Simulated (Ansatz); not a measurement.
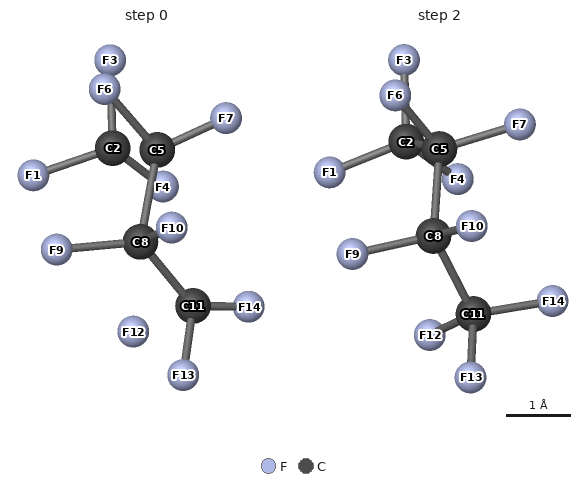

The structure of C4F10 before (left) and after (right) a relaxation, at one scale.

Style: ball-and-stick. Shown from a free direction.

Computed with Ansatz, RKS r2SCAN0/def2-TZVP.

Input file:
```yaml
crystal:
  periodic: [false, false, false]
  atoms:
    - {symbol: F, position_ang: [-2.292946, -0.278772, 0.552252]}
    - {symbol: C, position_ang: [-1.662901, 0.217254, -0.508399]}
    - {symbol: F, position_ang: [-2.312637, 1.400733, -0.844106]}
    - {symbol: F, position_ang: [-1.429724, -0.580734, -1.353253]}
    - {symbol: C, position_ang: [-0.026759, 1.011605, -0.199230]}
    - {symbol: F, position_ang: [-0.425900, 2.120535, 0.593684]}
    - {symbol: F, position_ang: [0.344542, 1.476755, -1.238299]}
    - {symbol: C, position_ang: [0.902500, 0.031753, 0.710719]}
    - {symbol: F, position_ang: [0.418317, 0.004462, 1.982189]}
    - {symbol: F, position_ang: [1.871535, 0.753984, 0.814309]}
    - {symbol: C, position_ang: [1.262134, -1.160769, -0.113692]}
    - {symbol: F, position_ang: [-0.085399, -2.187824, 0.053931]}
    - {symbol: F, position_ang: [2.125041, -1.806407, 0.633494]}
    - {symbol: F, position_ang: [1.467887, -1.323589, -1.046053]}
basis:
  gaussian: {orbitals: def2-TZVP}
hamiltonian: {xc: {name: r2SCAN0}, pseudopotentials: {relativity: scalar}}
relax: {f_tol: 0.001, max_steps: 3}
output: {forces: true}
```

Launched with:
```bash
ansatz run in.yaml --threads 4 --pin off --events-out ev --progress --plain --max-ram 66560MiB --backend cuda --devices 0, --max-vram 37GiB
```

> Describe what moved and what it gained.

The relaxation stopped without meeting its thresholds, so the last structure isn't shown to be converged. The input was poor on purpose: steps. After 2 geometry steps the energy has fallen by 1017.5 kJ/mol. The largest force component goes from 47 to 0.78 eV/Å. C11 moves most after the best rigid fit: 0.25 Å. By element the largest moves are C 0.25 Å, F 0.24 Å. Some distances before and after: C11–F12 1.703 → 1.308 Å, C11–F14 0.969 → 1.308 Å, C2–C5 1.845 → 1.551 Å, C5–F7 1.197 → 1.328 Å. New bonds form, among them: C11–F12 (1.70 → 1.31 Å). Bond angles that change, for instance: C8–C11–F14 135.8° → 112.3°, F9–C8–C11 125.8° → 107.2°, F7–C5–C8 122.8° → 108.7°.
